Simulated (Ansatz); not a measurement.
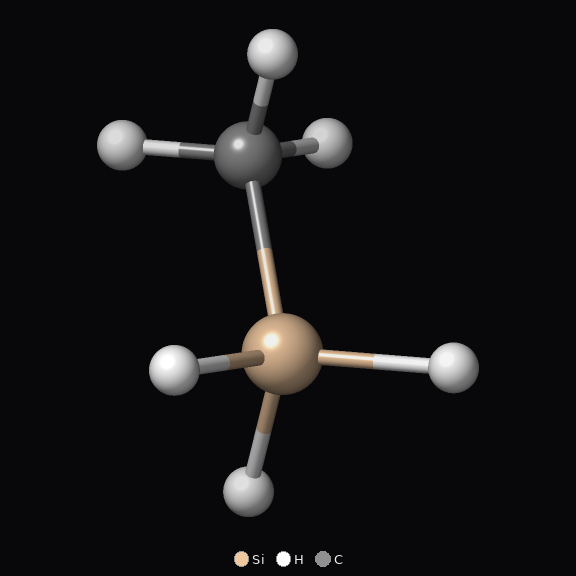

Every bond is drawn as one stick, whatever its order.

**Which formula does it have?**

CH6Si, 8 atoms: 1 carbon, 6 hydrogen and 1 silicon.

**Give the symmetry (Schoenflies symbol).**

C3v.

**Count the bonded pairs by element.**

3 Si–H, 3 C–H, 1 C–Si. Sticks follow a distance rule.

**How many sets of symmetry-equivalent atoms are there?**

4: 1 Si, 3 H, 1 C, 3 H.

More results for the same structure follow; atom numbers are the same in all pictures, views and colours differ. The geometry was computed by an optimisation with PBE0-D4/def2-TZVP.

Electronic properties

Level of theory: RKS PBE0-D4/def2-TZVP (Ansatz 0.2.0).

Predict the main results.

- dipole moment: 0.83 D
- harmonic zero-point energy: 159.8 kJ/mol
- dispersion correction: −8.1 kJ/mol

Vibrations

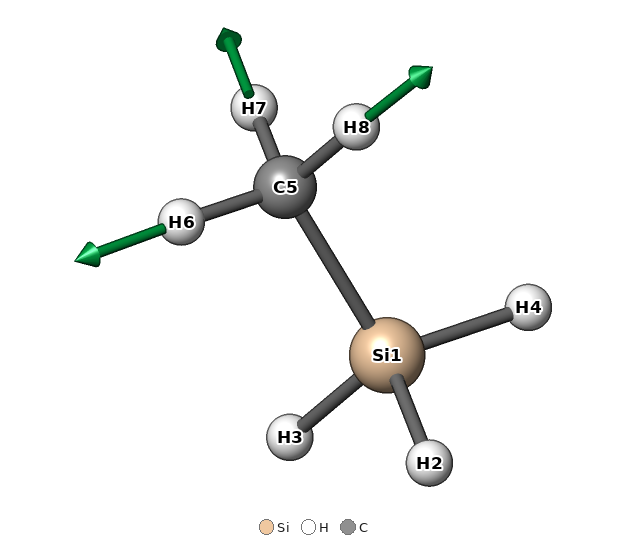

The arrows show one normal mode. Harmonic vibrations computed with RKS PBE0-D4/def2-TZVP (Ansatz 0.2.0) at a stationary point of the same level.

**Describe the motion.**

Mostly in-phase stretching of 3 C–H bonds.

**Estimate its harmonic wavenumber.**

3055 cm⁻¹; it is mode 16 of 18 counted from the lowest.

Thermal motion

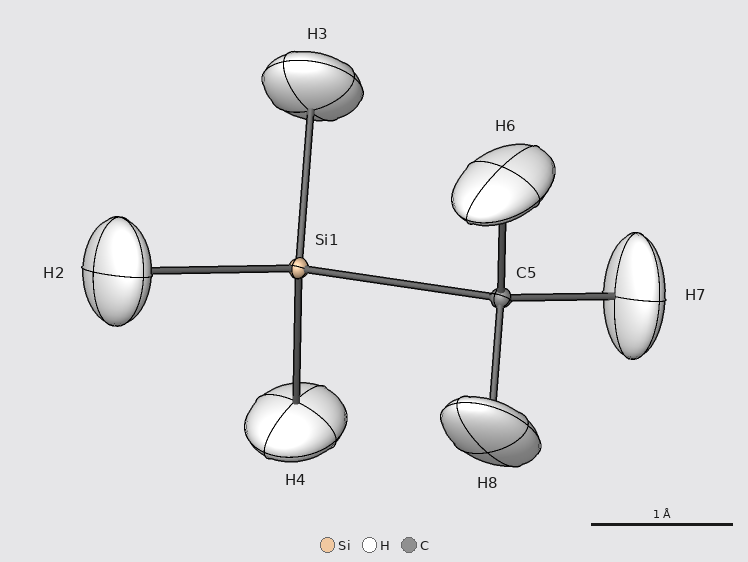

Displacement ellipsoids at the 50 % level, enlarged 1.5 times, from the internal vibrations of the free molecule (harmonic, no overall translation or rotation; no half-axis is drawn under 0.075 Å). Vibrations computed with RKS PBE0-D4/def2-TZVP (Ansatz 0.2.0). Temperature: 200 K.

**Which atom has the largest mean-square displacement?**

H6, H7, H8, with U_eq = 0.0204 Å².

**Does H6 move more along its bond or across it?**

Across it: the root-mean-square amplitude is 0.073 Å along the bond and up to 0.194 Å across, since bending and torsion are softer than stretching.

List U_eq and the three principal root-mean-square amplitudes for each kind of atom.

| atom | U_eq (Å²) | rms amplitudes (Å) |
| --- | --- | --- |
| Si1 | 0.00018 | 0.011, 0.011, 0.018 |
| H2, H3, H4 | 0.0193 | 0.086, 0.150, 0.167 |
| C5 | 0.00067 | 0.020, 0.020, 0.035 |
| H6, H7, H8 | 0.0204 | 0.073, 0.136, 0.194 |

Charges

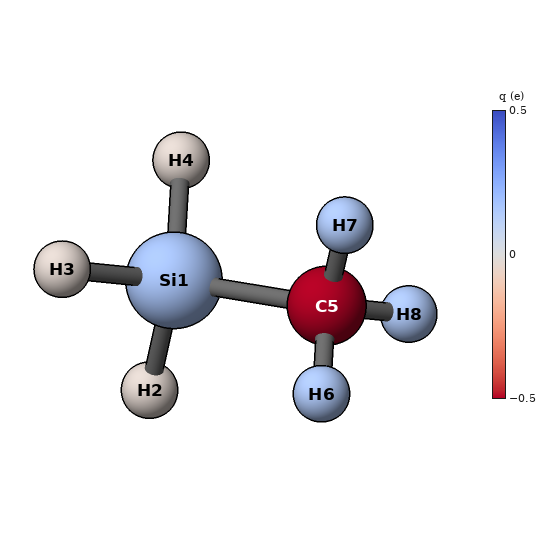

Atoms are coloured by their Mulliken charges. Level of theory: RKS PBE0-D4/def2-TZVP (Ansatz 0.2.0).

Give the Mulliken charges atom by atom.

```tsv
atom	value (e)
Si1	0.16
H2	−0.03
H3	−0.03
H4	−0.03
C5	−0.50
H6	0.14
H7	0.14
H8	0.14
```

Mulliken values depend strongly on the basis set and can even reverse the polarity of a bond.
